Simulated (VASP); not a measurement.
Band structure of Rh (fcc). Computed with vdW-DF-cx, VASP's PBE PAW potentials (set 64) (plane waves; VASP 6.6.1).

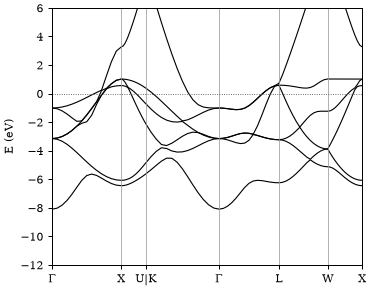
*Bands along high-symmetry lines, zero at the valence-band maximum or, without a gap, the Fermi level*

Problem. Read the plot: is there a gap, and where are the band edges?

Solution. It has no gap at this level: it comes out as a metal or semimetal. (Edges off the drawn lines would not show.)

The compound is Rh in the fcc structure. It was relaxed first.
